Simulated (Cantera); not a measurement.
Input: 1 mol Fe2O3, 1.7 mol C, a varied amount of H2, equilibrated at 1048.15 K and 0.100 bar.

Equilibrium computed with Cantera from the NASA thermochemical tables; the gas is ideal and each condensed phase is pure. Candidate condensed phases: C, C6H6, C7H8, C8H18, Fe, Fe(CO)5, FeO, Fe(OH)2, Fe(OH)3, Fe2O3, Fe3O4, H2O; 114 gas species. Mutual solubility and eutectic melting of coexisting phases are not modelled. The tables' stoichiometric FeO is somewhat more stable than real wüstite, so its field is too wide. FeO: taken at fixed stoichiometry. Rates play no part.

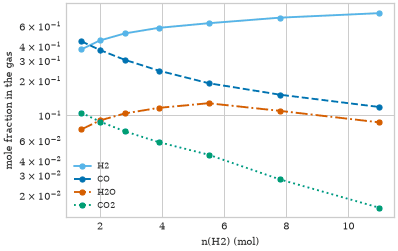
Figure: Equilibrium gas composition (values under 1e-9 drawn at 1e-9)

Q: Read off the mole fractions at 1.4 mol H2.

A: CO about 0.44, H2 about 0.38, CO2 about 0.11, H2O about 0.075.
